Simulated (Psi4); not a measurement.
**C3F6 (SMILES FC(F)=C(F)C(F)(F)F) at HSE06/def2-TZVP (density fitting)**

Aim: the vertical ionisation energy of C3F6 at HSE06/def2-TZVP (density fitting), from 2 runs. 

The results are computed with Psi4 1.11.

## Step 1: Starting point

C3F6 has 9 atoms, charge 0, and is taken as a singlet. SMILES: `FC(F)=C(F)C(F)(F)F`. Geometry: relaxed at PBE0-D4/def2-TZVP.

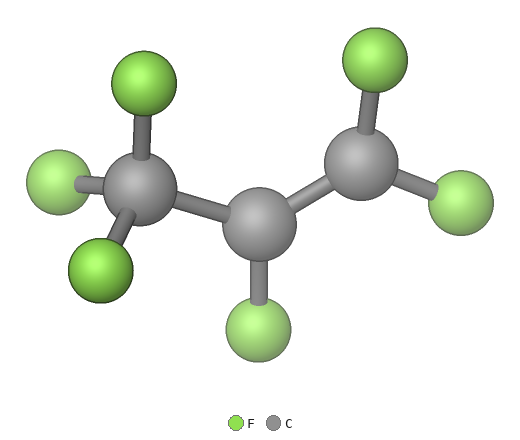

Viewed from a chosen angle; fluorine green, carbon grey.

## Step 2: The energy at HSE06/def2-TZVP (density fitting)

File c3f6.xyz:

```xyz
9
C3F6
F      2.023520    -0.271130     0.593250
C      1.311770    -0.079850    -0.478440
F      2.048190    -0.035240    -1.552840
C     -0.006940     0.057990    -0.514960
F     -0.607110     0.248910    -1.687470
C     -0.955770     0.025720     0.641250
F     -1.850240    -0.954150     0.485310
F     -1.637730     1.171760     0.718770
F     -0.325700    -0.164010     1.795120
```

File calc.py:

```python
import psi4

psi4.set_memory(2200000000)
psi4.set_num_threads(1)
psi4.core.set_output_file('c3f6.out', False)

with open('c3f6.xyz') as f:
    atoms = ''.join(f.readlines()[2:])
molecule = psi4.geometry('0 1\n' + atoms + 'symmetry c1')

psi4.set_options({
    'basis': 'def2-TZVP',
    'reference': 'rks',
    'puream': True,
    'e_convergence': 1e-09,
    'd_convergence': 1e-08,
    'scf_type': 'df',
    'dft_radial_points': 99,
    'dft_spherical_points': 590,
})

E, wfn = psi4.energy("hse06", return_wfn=True)
psi4.oeprop(wfn, "DIPOLE", "QUADRUPOLE", "MULLIKEN_CHARGES", title="HSE06")
print('E =', round(E, 9))
for k, v in sorted(psi4.core.scalar_variables().items()):
    print(f'{k:45s} {v:18.10f}')
```

On the command line:

```bash
$ python calc.py
```

c3f6.out:

```text
[...]
  Running in c1 symmetry.
[...]
  Nuclear repulsion =  512.614789638362709
[...]
  Multiplicity = 1
[...]
  Nalpha       = 36
  Nbeta        = 36
[...]
    Number of basis functions: 279
[...]
   @DF-RKS iter   1:  -712.88564194888500   -1.01349e-02   2.24746e-03 DIIS/ADIIS
[...]
   @DF-RKS iter  12:  -713.01604500946530   -2.43290e-11   2.94579e-09 DIIS
[...]
  @DF-RKS Final Energy:  -713.01604500946530
   => Energetics <=
    Nuclear Repulsion Energy =            512.6147896383627085
    One-Electron Energy =               -2008.6979808965747907
    Two-Electron Energy =                 843.6976073835884335
    DFT Exchange-Correlation Energy =     -60.6304611348416103
    Empirical Dispersion Energy =           0.0000000000000000
    VV10 Nonlocal Energy =                  0.0000000000000000
    Total Energy =                       -713.0160450094653015
[...]
 Multipole Moments:
 ------------------------------------------------------------------------------------
     Multipole            Electronic (a.u.)      Nuclear  (a.u.)        Total (a.u.)
 ------------------------------------------------------------------------------------
 L = 1.  Multiply by 2.5417464519 to convert [e a0] to [Debye]
 Dipole X            :          0.1881836            0.2371042            0.4252879
 Dipole Y            :         -0.0383720            0.0026219           -0.0357501
 Dipole Z            :          0.1737599           -0.2391986           -0.0654387
 Magnitude           :                                                    0.4317755
 L = 2.  Multiply by 1.3450342976 to convert [e a0^2] to [Debye ang]
 Quadrupole XX       :       -569.4764125          534.3028293          -35.1735832
 Quadrupole XY       :         30.9515302          -30.8102196            0.1413105
[...]
  Mulliken Charges: (a.u.)
   Center  Symbol    Alpha    Beta     Spin     Total
       1     F     4.56049  4.56049  0.00000 -0.12099
       2     C     2.82134  2.82134  0.00000  0.35733
       3     F     4.56308  4.56308  0.00000 -0.12616
       4     C     2.98634  2.98634  0.00000  0.02732
       5     F     4.58080  4.58080  0.00000 -0.16161
       6     C     2.76731  2.76731  0.00000  0.46538
       7     F     4.57382  4.57382  0.00000 -0.14764
       8     F     4.57381  4.57381  0.00000 -0.14762
       9     F     4.57301  4.57301  0.00000 -0.14602
   Total alpha = 36.00000, Total beta = 36.00000, Total charge =  0.00000
```

Standard output:

```text
E = -713.016045009
CURRENT ENERGY                                   -713.0160450095
CURRENT REFERENCE ENERGY                         -713.0160450095
DD SOLVATION ENERGY                                 0.0000000000
DFT FUNCTIONAL TOTAL ENERGY                      -713.0160450095
DFT TOTAL ENERGY                                 -713.0160450095
DFT VV10 ENERGY                                     0.0000000000
DFT XC ENERGY                                     -60.6304611348
GRID ELECTRONS ALPHA                               35.9999999923
GRID ELECTRONS BETA                                35.9999999923
GRID ELECTRONS TOTAL                               71.9999999846
NUCLEAR REPULSION ENERGY                          512.6147896384
ONE-ELECTRON ENERGY                             -2008.6979808966
PCM POLARIZATION ENERGY                             0.0000000000
PE ENERGY                                           0.0000000000
SCF ITERATION ENERGY                             -713.0160450095
SCF ITERATIONS                                     12.0000000000
SCF TOTAL ENERGY                                 -713.0160450095
TWO-ELECTRON ENERGY                               843.6976073836
XC GRID RADIAL POINTS                              99.0000000000
XC GRID SPHERICAL POINTS                          590.0000000000
XC GRID TOTAL POINTS                           498616.0000000000
```

It took 85 s on 1 thread of AMD EPYC 7R43 (Zen 3), shared host; peak memory 1.8 GiB.

## Step 3: The doublet cation: energy and forces at UHSE06/def2-TZVP (density fitting)

File c3f6.dat:

```
memory 2.2 GB

molecule molecule1 {
  1 2
  F      2.023520    -0.271130     0.593250
  C      1.311770    -0.079850    -0.478440
  F      2.048190    -0.035240    -1.552840
  C     -0.006940     0.057990    -0.514960
  F     -0.607110     0.248910    -1.687470
  C     -0.955770     0.025720     0.641250
  F     -1.850240    -0.954150     0.485310
  F     -1.637730     1.171760     0.718770
  F     -0.325700    -0.164010     1.795120
  symmetry c1
  no_reorient
  no_com
}

set {
  basis def2-TZVP
  reference uks
  puream true
  e_convergence 1e-09
  d_convergence 1e-08
  scf_type df
  dft_radial_points 99
  dft_spherical_points 590
  maxiter 100
}

energy_value, wavefunction = gradient('hse06', return_wfn=True)
oeprop(wavefunction, 'DIPOLE', 'MULLIKEN_CHARGES', 'LOWDIN_CHARGES', title='HSE06')
print_variables()
```

On the command line:

```bash
$ psi4 -n 1 c3f6.dat c3f6.out
```

c3f6.out:

```text
[...]
  Running in c1 symmetry.
[...]
  Nuclear repulsion =  512.614789638362709
[...]
  Multiplicity = 2
[...]
  Nalpha       = 36
  Nbeta        = 35
[...]
    Number of basis functions: 279
[...]
   @DF-UKS iter   1:  -712.54629894602920    3.29208e-01   1.80959e-03 ADIIS/DIIS
[...]
   @DF-UKS iter  15:  -712.62040735661867   -4.58158e-11   5.18105e-09 DIIS
[...]
   @S^2 Observed:                7.523989833E-01
[...]
  @DF-UKS Final Energy:  -712.62040735661867
   => Energetics <=
    Nuclear Repulsion Energy =            512.6147896383627085
    One-Electron Energy =               -1991.1340186357776929
    Two-Electron Energy =                 826.1800377462608367
    DFT Exchange-Correlation Energy =     -60.2812161054644662
    Empirical Dispersion Energy =           0.0000000000000000
    VV10 Nonlocal Energy =                  0.0000000000000000
    Total Energy =                       -712.6204073566186707
  UHF NO Occupations:
  HONO-2 :   34  A 1.9997076
  HONO-1 :   35  A 1.9995699
[...]
  -Total Gradient:
     Atom            X                  Y                   Z
    ------   -----------------  -----------------  -----------------
       1        0.035589620568    -0.007507198066     0.035066223719
       2       -0.153971982300     0.015025270230     0.005386406794
       3        0.033149144171     0.000393966490    -0.033840172403
       4        0.108687541130    -0.016924446454     0.053378557769
       5       -0.031891108432     0.008165713066    -0.044474938922
       6        0.048068499981     0.000670583859    -0.050049212656
       7       -0.018299189837    -0.006688022418     0.009487660166
       8       -0.016829152239     0.007950180541     0.011077565455
       9       -0.004512418760    -0.001086279801     0.013982417135
[...]
 Multipole Moments:
 ------------------------------------------------------------------------------------
     Multipole            Electronic (a.u.)      Nuclear  (a.u.)        Total (a.u.)
 ------------------------------------------------------------------------------------
 L = 1.  Multiply by 2.5417464519 to convert [e a0] to [Debye]
 Dipole X            :          3.2304941           -1.9790535            1.2514406
 Dipole Y            :         -0.0120765           -0.0218830           -0.0339595
 Dipole Z            :         -2.8323220            1.9962311           -0.8360909
 Magnitude           :                                                    1.5054251
[...]
```

Run time: 3.2 min. Hardware: 1 thread of AMD EPYC 7R43 (Zen 3), shared host; peak memory 1.8 GiB.

## Step 4: What came out

At HSE06/def2-TZVP (density fitting):

```
                                          quantity          value
                        singlet C3F6: total energy  -713.01605 Eh
                       singlet C3F6: dipole moment         1.10 D
                         singlet C3F6: HOMO energy       -7.91 eV
                         singlet C3F6: LUMO energy       -0.85 eV
                       singlet C3F6: HOMO–LUMO gap        7.06 eV
                      doublet cation: total energy  -712.62041 Eh
doublet cation: HOMO energy (highest over α and β)      -16.43 eV
 doublet cation: LUMO energy (lowest over α and β)      -13.59 eV
                              doublet cation: ⟨S²⟩          0.752
          doublet cation: largest force on an atom     7.960 eV/Å
vertical ionisation energy (to the doublet cation)      10.766 eV
```

**Reading.** The vertical ionisation energy comes to 10.77 eV (248 kcal/mol). −ε(HOMO) before ionisation, 7.91 eV, is 2.86 eV below this ionisation energy. Mulliken charges (doublet cation) run from -0.09 on F9 to +0.49 on C2.
